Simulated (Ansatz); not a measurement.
System: F2H2SSi···HF.

Input

```
crystal:
  periodic: [false, false, false]
  atoms:
    - {symbol: Si, position_ang: [-0.951842, 0.256895, -0.361394]}
    - {symbol: F, position_ang: [2.448548, -0.856304, -0.586709]}
    - {symbol: F, position_ang: [-1.515617, -1.029591, -1.081190]}
    - {symbol: F, position_ang: [-2.170964, 1.181856, 0.035658]}
    - {symbol: H, position_ang: [-0.071942, 1.014780, -1.258828]}
    - {symbol: H, position_ang: [1.827604, -0.863734, 0.110067]}
    - {symbol: S, position_ang: [0.012137, -0.467081, 1.390826]}
    - {symbol: H, position_ang: [0.422177, 0.763280, 1.751572]}
basis:
  gaussian: {orbitals: def2-TZVPP}
hamiltonian: {xc: pbe0, dispersion: d4}
output: {orbitals: {seedname: orbitals}}
```

Launched as:

```sh
ansatz run in.yaml --threads 4 --pin off --events-out ev --progress --plain --max-ram 9574MiB
```

The product side of a reaction path; geometry: PBE0-D4/def2-TZVP.

Level of theory: RKS PBE0-D4/def2-TZVPP (Ansatz).

Question: What can the converged electron density and electron localisation function tell about the bonding?

Answer: Si–F (1.58 Å): ρ at the midpoint is about 1.2 e/Å³; the ELF peaks at about 0.85 in the valence shell of F, 0.6 Å from its nucleus, and is about 0.55 at the midpoint.

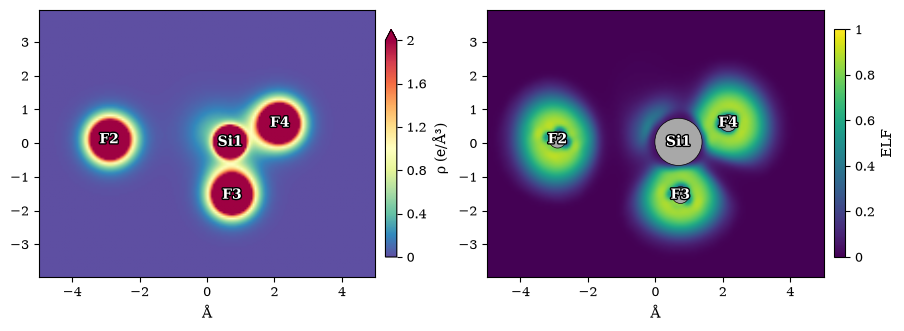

Computed electron density and electron localisation function on the plane of atoms F3, Si1 and F4, in this order. Grey discs cover the atomic cores in the ELF map. 
